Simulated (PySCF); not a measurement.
**C$_{3}$H$_{7}$F$_{2}$Si$_{2}$ (doublet): density, localisation and related maps**

Input

```
{"job": {"kind": "epr", "basis": "pcH-1"}, "charge": 0, "multiplicity": 2}
C      1.015370    -2.146553     0.843340
C      0.805821    -0.964040     0.386582
Si    -0.499303     0.302755     1.102561
Si    -1.701169     1.227908    -0.650783
C      1.555459    -0.382742    -0.767939
F      1.877500     0.920491    -0.540335
F      0.778179    -0.361386    -1.889923
H      0.573925    -2.731692     1.617976
H      0.324971     1.227410     1.892639
H     -1.243909    -0.508967     2.075410
H     -2.226611     0.199255    -1.550817
H     -2.842009     1.967319    -0.095593
H     -0.899957     2.171235    -1.429082
H      2.481055    -0.921465    -1.016201
```

Command:

```sh
OMP_NUM_THREADS=1 python probes_run.py task.json out
```

Geometry: GFN2-xTB.

Theory: UKS B3LYP, pcH-1 on C F H Si, non-relativistic, mean-field spin-orbit, GIAO (PySCF 2.14.0, density-fitted response routines).

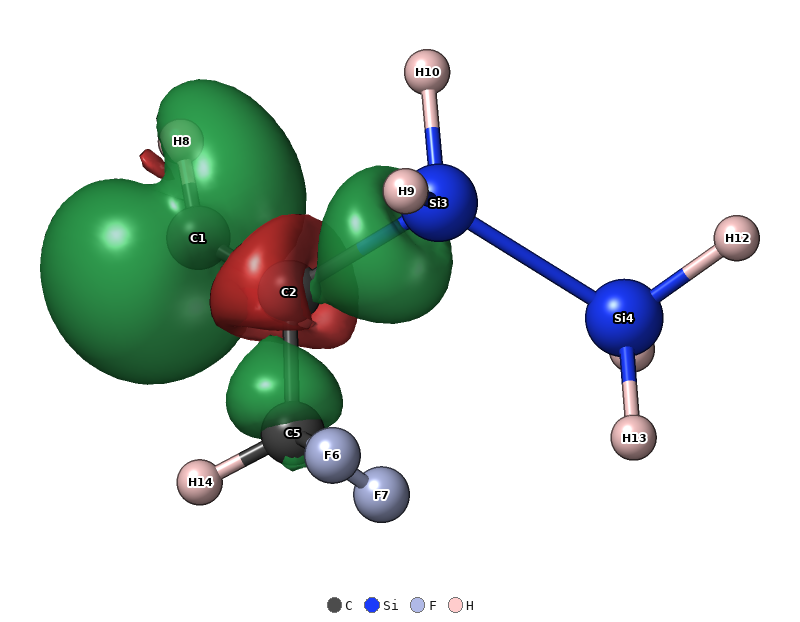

Figure 1. Isosurfaces of the spin density (α minus β) at +0.015 (green) and −0.015 e/Å³ (red), seen across its widest extent.

Question: Where is the unpaired spin?

Answer: The unpaired spin (1 electron) lies mostly on C1 (about 0.7) and Si3 (about 0.1), in electrons by Hirshfeld's partition.

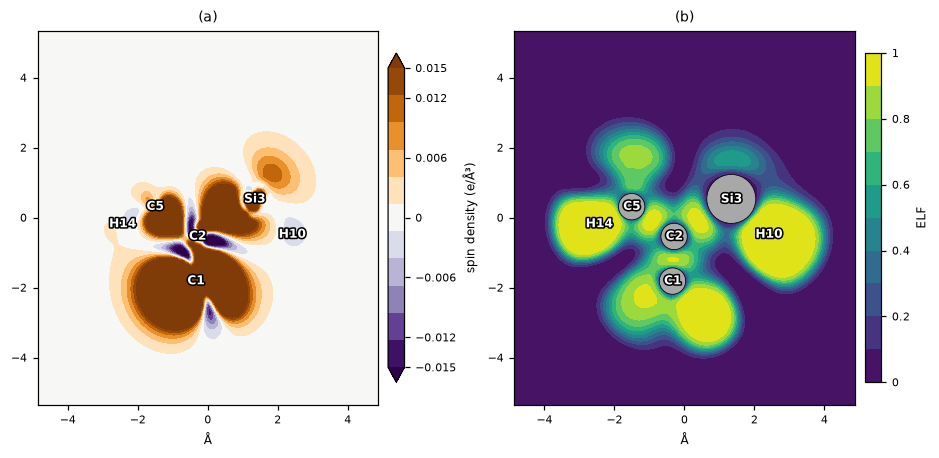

Figure 2. (a) spin density (α minus β); (b) ELF on the plane of atoms C2, Si3 and H10. Grey discs cover the atomic cores in the ELF map.

Question: Read the bonding off the picture.

Answer: The plane passes through C, Si and H nuclei.
C–C (1.28 Å): the ELF peaks at about 0.90 between the atoms (a multiple bond).
C–Si (1.95 Å): the ELF peaks at about 0.95 between the atoms; a shared electron pair.
Si–H (1.47 Å): the ELF climbs to about 1 towards the hydrogen, as it does in any bond to H.
The ELF also peaks beside C1 and F6, away from the bonds: non-bonding electrons, paired or unpaired.

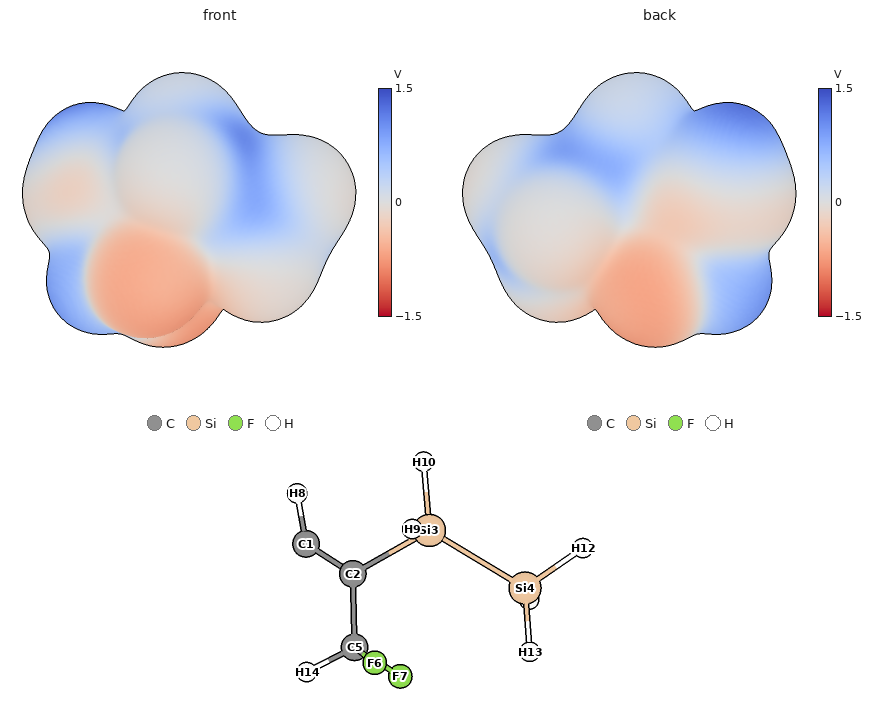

Figure 3. The molecular electrostatic potential painted on the density surface at 0.001 e/bohr³, seen from the front and from behind; the colour scale runs from red (negative) to blue (positive). The bare structure is drawn below in the same view.

Question: Describe the electrostatic potential map.

Answer: The most negative region (about −0.7 V) lies over F6 and F7, the most positive (about +1.1 V) over H8.
